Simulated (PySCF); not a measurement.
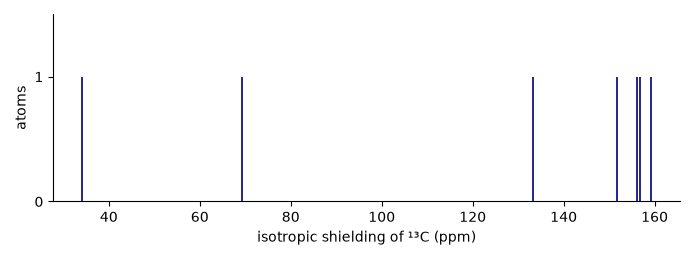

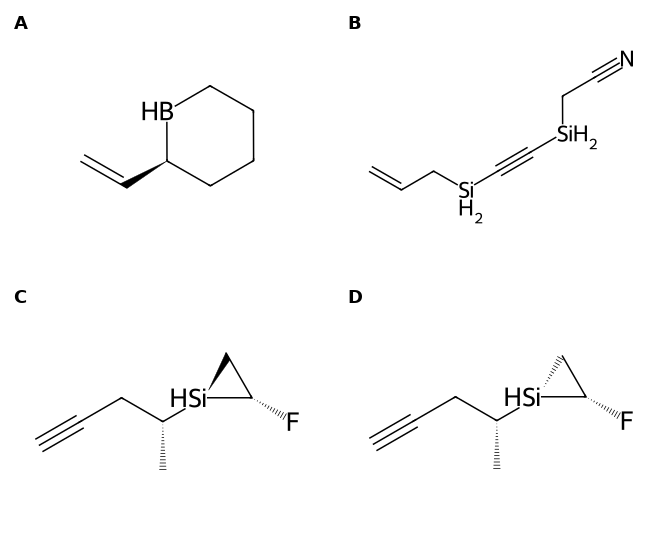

The sticks are computed shieldings of one of the molecules, for one fixed geometry (GFN2-xTB) without averaging over rotations. Low shielding means a high chemical shift. Method: GIAO PBE0/pcSseg-1 NMR shielding, non-relativistic, gas phase (PySCF 2.14.0).

Which molecule gives this pattern?

Answer. A, `C=C[C@H]1BCCCC1`. Its 7 C atoms give lines at 34.0, 69.3, 133.4, 151.8, 156.2, 156.8, 159.3 ppm.

The geometry is semi-empirical. Around B, Si such bond lengths and angles can be off by a tenth of an ångström or more and by several degrees, and values that hang on the shape move with them.
